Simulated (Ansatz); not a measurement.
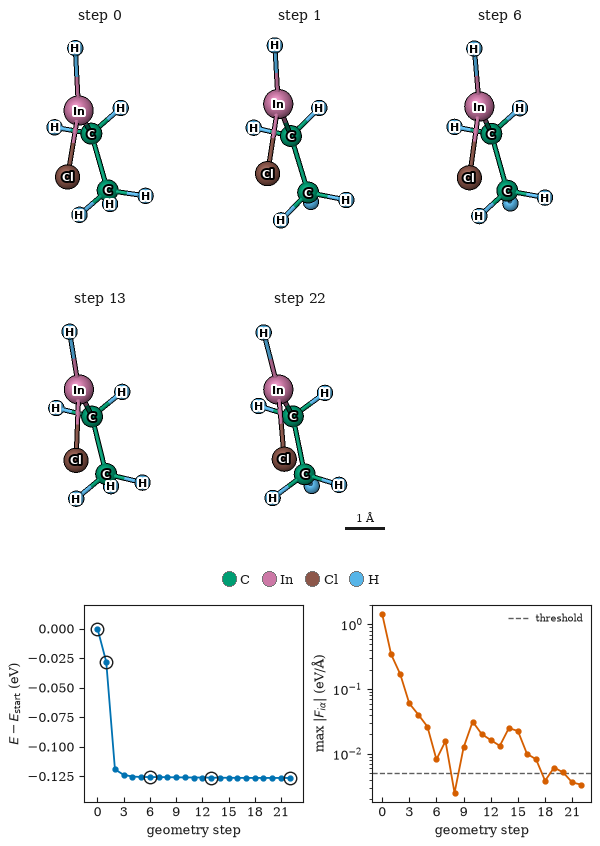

Frames of a relaxation of C₂H₆ClIn, marked on the history of the run. Style: ball-and-stick. Shown from a free direction.

The start comes from GFN2-xTB.

Theory: Ansatz, RKS PBE0-D4/def2-TZVP.

Input
```yaml
crystal:
  periodic: [false, false, false]
  atoms:
    - {symbol: C, position_ang: [-1.285710, 0.265740, 0.294530]}
    - {symbol: C, position_ang: [0.049250, -0.188730, 0.853690]}
    - {symbol: In, position_ang: [1.585410, -0.163310, -0.803640]}
    - {symbol: Cl, position_ang: [0.792330, -0.121750, -2.971130]}
    - {symbol: H, position_ang: [-2.074590, 0.163630, 1.040760]}
    - {symbol: H, position_ang: [-1.241470, 1.311320, -0.016140]}
    - {symbol: H, position_ang: [-1.563260, -0.334600, -0.575610]}
    - {symbol: H, position_ang: [0.399830, 0.459420, 1.655970]}
    - {symbol: H, position_ang: [-0.002870, -1.212370, 1.226660]}
    - {symbol: H, position_ang: [3.341070, -0.179350, -0.705090]}
basis:
  gaussian: {orbitals: def2-TZVP}
hamiltonian: {xc: pbe0, dispersion: d4}
relax: {f_tol: 0.005, max_steps: 150}
```

Run as
```bash
ansatz run in.yaml --threads 4 --pin off --events-out ev --progress --plain --max-ram 10444MiB
```

What happens along the run?

Answer. The energy falls by 0.126 eV in 22 geometry steps. The largest force component goes from 1.5 to 0.0034 eV/Å. The forces were under the threshold at step 8, but the run went on from there. Cl4 moves most after the best rigid fit: 0.44 Å. Largest moves by element: Cl 0.44 Å, H 0.30 Å, In 0.14 Å, C 0.08 Å. Among the contacts that change: C2–In3 2.260 → 2.148 Å, In3–Cl4 2.308 → 2.362 Å, In3–H10 1.758 → 1.711 Å. Among the angles between lasting bonds that change: C2–In3–H10 129.6° → 138.4°, C2–In3–Cl4 117.1° → 110.6°, C1–C2–In3 108.9° → 113.9°. Cost: 40 s on 4 threads of Intel Xeon 6975P-C, on a shared host. From step 0 to 1: In and H atoms move most (0.19 Å), energy −0.028 eV. From step 1 to 6: H8 moves most (0.17 Å), energy −0.098 eV. From step 6 to 13: Cl4 moves most (0.18 Å), energy −0.001 eV. From step 13 to 22: Cl4 moves most (0.22 Å), energy 0.000 eV.
